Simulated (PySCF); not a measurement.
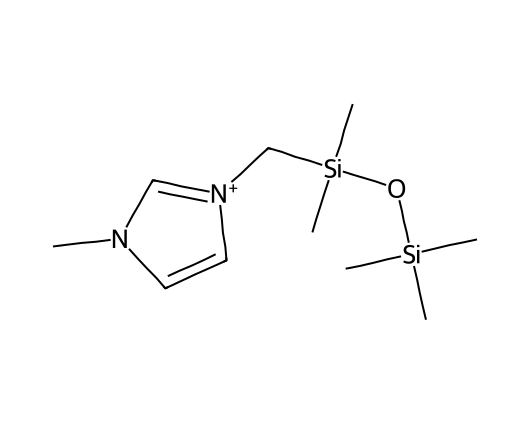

State: charge +1, singlet. Computed geometry: GFN2-xTB optimisation. No frequency run is at hand to confirm it as a minimum. Method: CAM-B3LYP/6-31G*, gas phase (PySCF 2.14.0). Excitations: vertical, Tamm–Dancoff approximation.

What does the calculation give?

The species is C10H23N2OSi2(+) (`Cn1cc[n+](C[Si](C)(C)O[Si](C)(C)C)c1`).
- HOMO energy (Kohn–Sham orbital): −12.00 eV
- LUMO energy (Kohn–Sham orbital): −2.88 eV
- HOMO–LUMO gap: 9.12 eV
- mean static polarisability: 147.7 bohr³
- lowest vertical singlet excitation: 6.53 eV
- its oscillator strength: 0.168
- brightest of the 6 lowest singlets: 7.65 eV
- its oscillator strength: 0.26

The geometry is semi-empirical. Around Si such bond lengths and angles can be off by a tenth of an ångström or more and by several degrees, and values that hang on the shape move with them.
